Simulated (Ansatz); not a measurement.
# NSSbSi (SMILES [Si]=[N][Sb]=[S]): what the fields show

```json
{"atom": "N", "x (Å)": "-0.5636", "y (Å)": "0.0294", "z (Å)": "-0.2386"}
{"atom": "S", "x (Å)": "2.4065", "y (Å)": "-1.2047", "z (Å)": "0.8344"}
{"atom": "Sb", "x (Å)": "1.4287", "y (Å)": "0.2494", "z (Å)": "-0.5743"}
{"atom": "Si", "x (Å)": "-2.1336", "y (Å)": "-0.0980", "z (Å)": "-0.0204"}
```

Geometry: r2SCAN-D4/def2-SVP; core potentials replace the inner electrons of Sb.

All numbers below come from isolated molecule in a Gaussian basis; Kohn-Sham density functional theory, functional PBE0 in Ansatz 0.2.0.

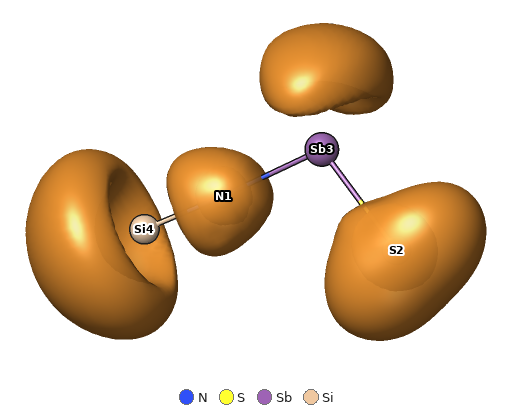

Figure 1. Isosurface of the ELF at 0.75 (orange), seen at a tilt. Core shells and regions of very low density are left out.

Q: Where are the electrons localised?

A: The ELF exceeds this value in one ring or bowl of non-bonding electrons around S, one lobe on Sb, pointing away from the bonds (lone pairs), one lobe on Si, pointing away from the bonds (lone pairs) and one region wrapped around N (its valence shell). Along the contacts the grid gives the following. Si–N (1.59 Å): the ELF peaks at about 0.85 between the atoms (a polar covalent bond). Sb–N (2.03 Å): the ELF peaks at about 0.85 in the valence shell of N, 0.6 Å from its nucleus, and drops to about 0.15 between the two atoms.

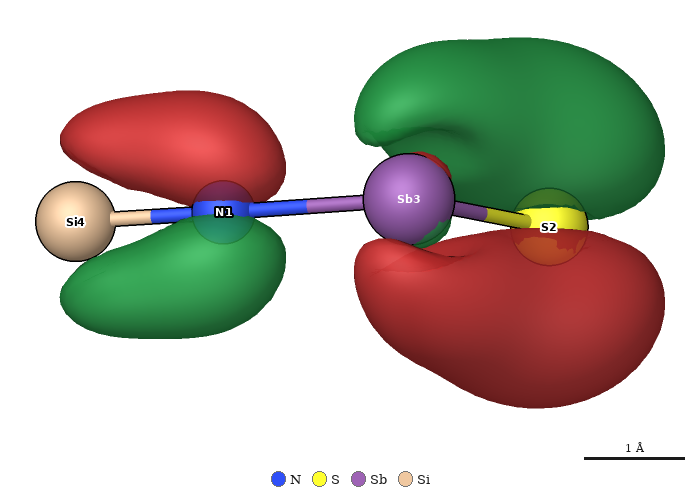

Figure 2. The HOMO−1 at ±0.1 Å⁻³ᐟ² (green and red are the two phases), seen from one side.

Q: Describe this orbital and give its energy.

A: It lies mainly on S2 (about 60 %), Sb3 (about 20 %), N1 (about 10 %) and Si4 (about 5 %); it changes sign across the molecular plane (π type); π-bonding across N1–Si4 and S2–Sb3; π-antibonding (a node) across N1–Sb3. Its energy is −7.38 eV.

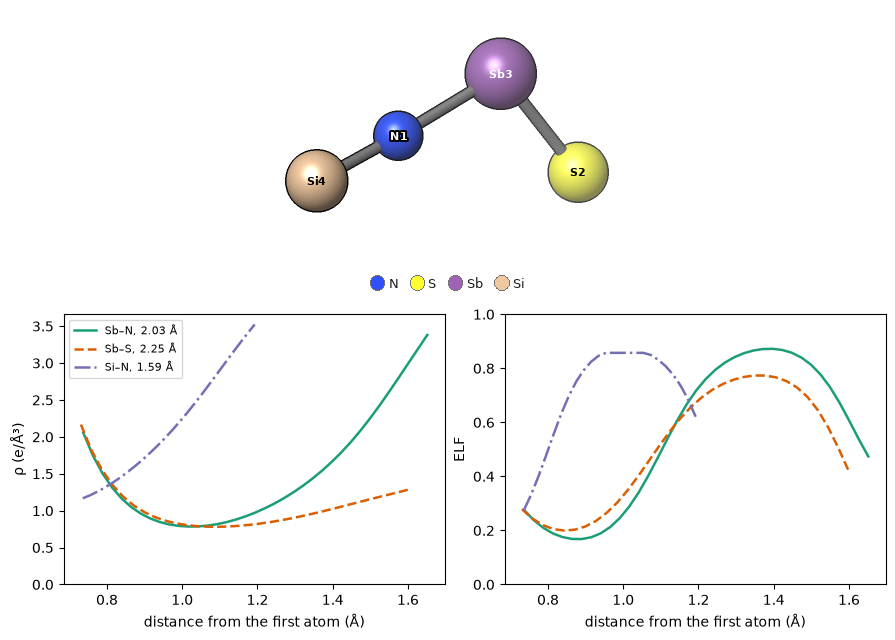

Figure 3. Electron density and ELF along straight lines between neighbouring atoms. The curves leave out the atomic cores. The structure is drawn too.

Q: Compare the contacts.

A: Sb–N (2.03 Å): the density is about 0.79 e/Å³ at the midpoint; the ELF peaks at about 0.85 in the valence shell of N, 0.6 Å from its nucleus, and drops to about 0.15 between the two atoms.
Sb–S (2.25 Å): the density is about 0.79 e/Å³ at the midpoint; the ELF peaks at about 0.75 in the valence shell of S, 0.9 Å from its nucleus, and drops to about 0.20 between the two atoms.
Si–N (1.59 Å): ρ is about 1.3 e/Å³ halfway; the ELF peaks at about 0.85 between the atoms, as expected for a short, strongly polar bond.

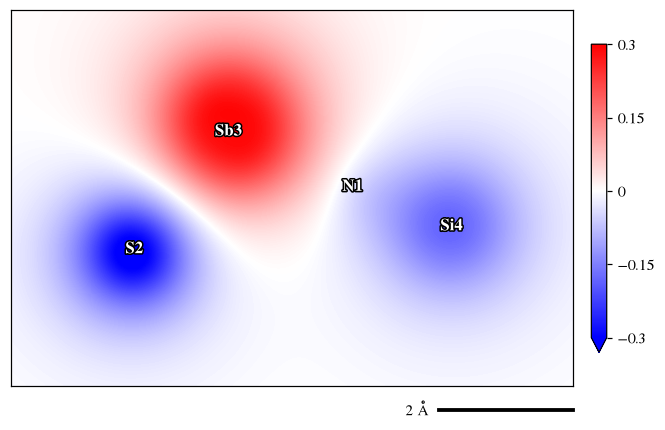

Figure 4. The LUMO on a plane 0.8 Å above the molecular plane (values in Å⁻³ᐟ²; the overall sign is arbitrary).

Q: Describe this orbital and give its energy.

A: It lies mainly on Sb3 (about 55 %), S2 (about 25 %) and Si4 (about 15 %); it changes sign across the molecular plane (π type); π-antibonding (a node) across S2–Sb3. Its energy is −3.39 eV.
